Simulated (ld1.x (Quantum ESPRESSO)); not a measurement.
Pseudopotential generation for F (part 2 of 2)

Continued. System: fluorine (F, Z = 9), core [He], reference valence 2s1.75 2p5.25, valence charge 7. Method: TM potential, PBE, scalar-relativistic, made with ld1.x (Quantum ESPRESSO) 7.5.

### Output of the test run (extracts), continued
```
     ---------------------- Testing the pseudopotential ----------------------

     F
     scalar relativistic calculation

     atomic number is  9.00   valence charge is  7.00
     dft =PBE   lsd =0 sic =0 latt =0  beta=0.20 tr2=1.0E-14
     mesh =1105 r(mesh) =  99.76081 xmin = -7.00 dx = 0.01250

     n l     nl             e AE (Ry)        e PS (Ry)    De AE-PS (Ry)
     1 0     2S   1( 2.00)       -8.57765       -8.44697       -0.13068  !
     2 1     2P   1( 1.00)       -7.29740       -6.97288       -0.32452  !

     eps = 8.8E-15  iter =  7

     Etot =    -184.479831 Ry,     -92.239915 Ha,   -2509.975963 eV
     Etotps =   -35.132717 Ry,     -17.566359 Ha,    -478.004973 eV
     dEtot_ae =      14.664156 Ry
     dEtot_ps =      14.286579 Ry,   Delta E=       0.377576 Ry

     Ekin =      13.583702 Ry,       6.791851 Ha,     184.815679 eV
     Encl =     -49.793440 Ry,     -24.896720 Ha,    -677.474260 eV
     Ehrt =       9.539397 Ry,       4.769699 Ha,     129.790110 eV
     Ecxc =      -6.648745 Ry,      -3.324372 Ha,     -90.460781 eV
     (Ecc =      -2.687574 Ry,      -1.343787 Ha,     -36.566308 eV)
     Epseu=      -1.813632 Ry,      -0.906816 Ha,     -24.675721 eV

     ---------------------- End of pseudopotential test ----------------------

     ---------------------- Testing the pseudopotential ----------------------

     F
     scalar relativistic calculation

     atomic number is  9.00   valence charge is  7.00
     dft =PBE   lsd =0 sic =0 latt =0  beta=0.20 tr2=1.0E-14
     mesh =1105 r(mesh) =  99.76081 xmin = -7.00 dx = 0.01250

     n l     nl             e AE (Ry)        e PS (Ry)    De AE-PS (Ry)
     1 0     2S   1( 2.00)       -6.70364       -6.65109       -0.05255  !
     2 1     2P   1( 2.00)       -5.34782       -5.19119       -0.15663  !

     eps = 7.7E-15  iter =  8

     Etot =    -190.786158 Ry,     -95.393079 Ha,   -2595.777923 eV
     Etotps =   -41.205419 Ry,     -20.602709 Ha,    -560.628279 eV
     dEtot_ae =       8.357828 Ry
     dEtot_ps =       8.213878 Ry,   Delta E=       0.143949 Ry

     Ekin =      19.708782 Ry,       9.854391 Ha,     268.151643 eV
     Encl =     -64.700408 Ry,     -32.350204 Ha,    -880.293896 eV
     Ehrt =      16.220599 Ry,       8.110300 Ha,     220.692497 eV
     Ecxc =      -8.094195 Ry,      -4.047098 Ha,    -110.127134 eV
     (Ecc =      -2.687574 Ry,      -1.343787 Ha,     -36.566308 eV)
     Epseu=      -4.340197 Ry,      -2.170098 Ha,     -59.051388 eV

     ---------------------- End of pseudopotential test ----------------------
```

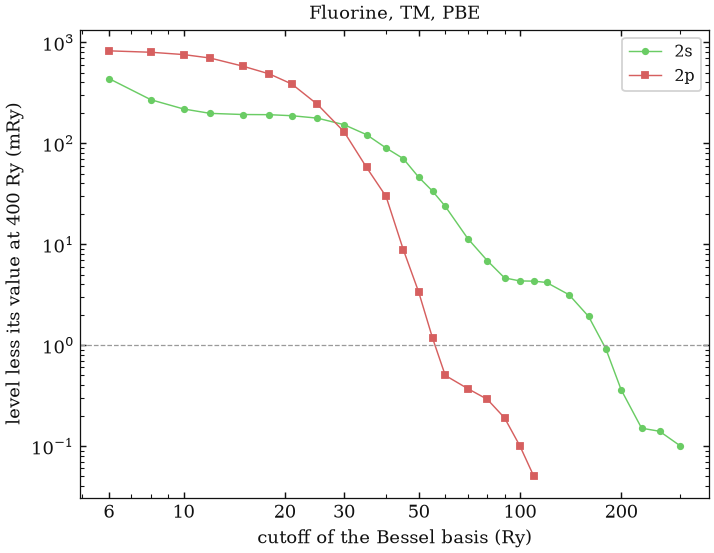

Fig. 2: The pseudo-atom Hamiltonian at the reference potential is diagonalised in spherical Bessel functions (20 bohr box) up to the cutoff. Curves: distance of each valence level from its value at 400 Ry.

- Cutoffs from which each level stays within 1 mRy: 2s: 180 Ry; 2p: 60 Ry.
- Cutoffs for 10 and 1 mRy in the occupation-weighted sum of levels: 90 Ry and 200 Ry, on the ladder of cutoffs that was run.
- Hardest occupied shell: 2s: its level needs 180 Ry to come within 1 mRy, against 60 Ry for 2p.

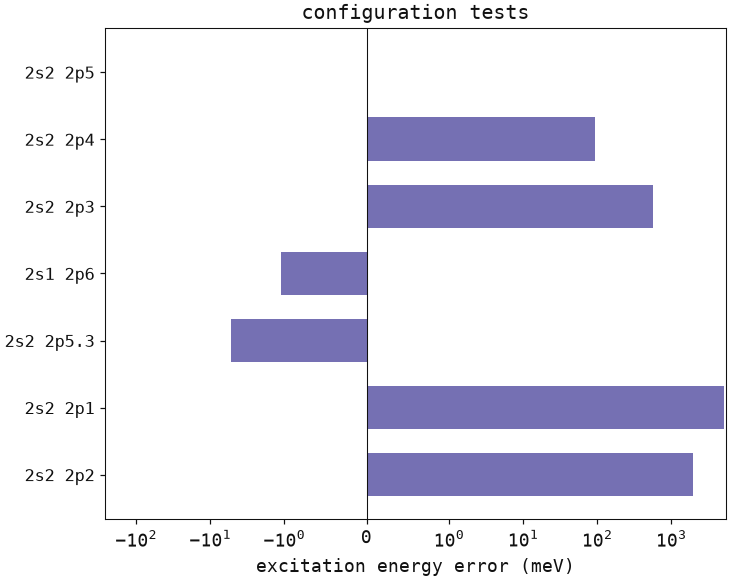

Fig. 3: Errors, all-electron minus pseudo, of the energies of valence configurations relative to the unpolarised reference 2s1.75 2p5.25.

- Worst configuration: 2s2 2p1 (charge +4): the error is +5137 meV on an all-electron energy of +199.52 eV relative to the reference, or 2.6 %.
- Configurations within 10 meV and within 50 meV: 3 and 3 of 7.

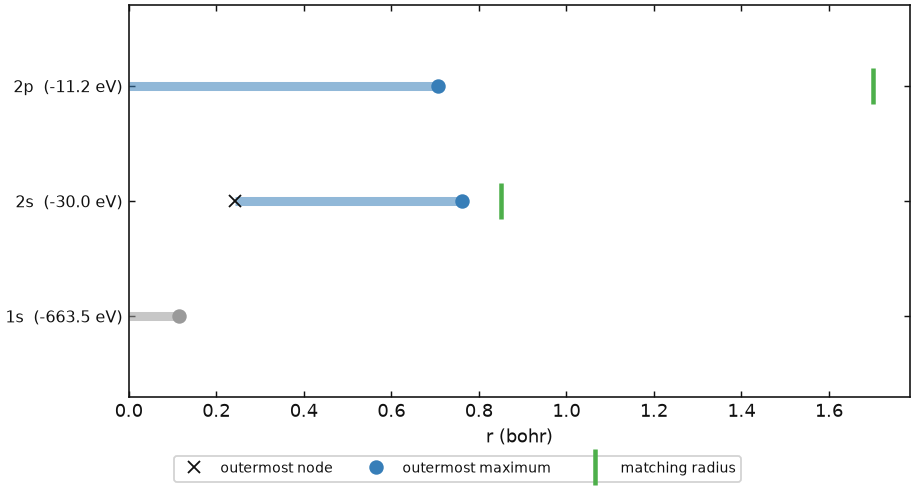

Fig. 4: Outer shells of the all-electron reference atom: each bar runs from the outermost node (or the nucleus) to the outermost maximum of u(r); the tick is the radius chosen for the pseudo-wave. Shells without a tick have no pseudo-wave of their own. Levels, nodes and maxima are from ld1.x, scalar-relativistic.

- Radii against the shells: 2s: 0.85 bohr, outside the maximum; 2p: 1.70 bohr, outside the maximum.

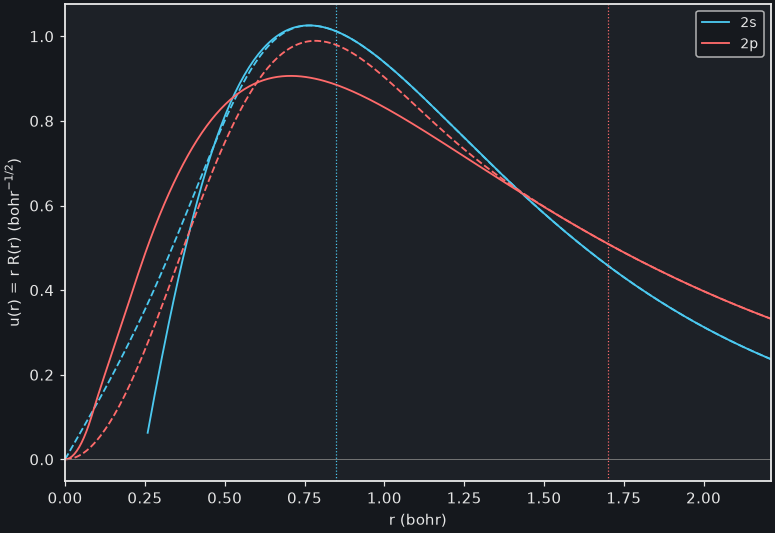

Fig. 5: Partial waves u(r) = r R(r), all-electron (solid) and pseudo (dashed). Dotted lines mark the matching radii. The innermost oscillations of some all-electron curves aren't drawn. Pseudo-waves: 2s has no node; 2p has no node.

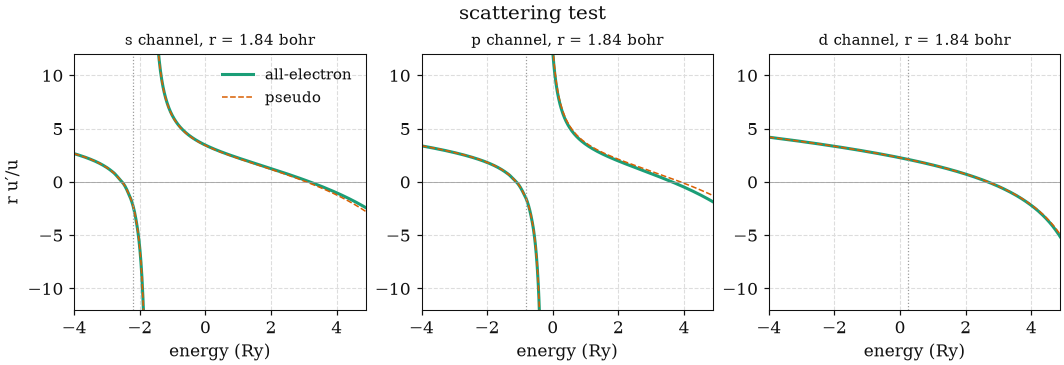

Fig. 6: Logarithmic derivatives r u′/u at the test radius against energy, all-electron atom (solid) and pseudo-atom (dashed). Here u = r R(r). The dotted line marks the reference energy of the channel.

- Ghost states: the plot shows none: pseudo and all-electron curves have the same branches in all channels drawn. The separate test gives: no ghost state below the valence levels in the s, p, d, f channels.
- Zeros of the logarithmic derivative: s: all-electron -2.5 and 3.2 Ry, pseudo -2.5 and 3.1 Ry; p: all-electron -1.1 and 3.6 Ry, pseudo -1.1 and 3.9 Ry; d: all-electron 2.7 Ry, pseudo 2.7 Ry.
- Poles, where the radial function vanishes at the test radius: s: all-electron at -1.7 Ry, pseudo at -1.7 Ry; p: all-electron at -0.2 Ry, pseudo at -0.2 Ry; d: all-electron at no energy in the range, pseudo at no energy in the range.

Outcome of the run: generated.
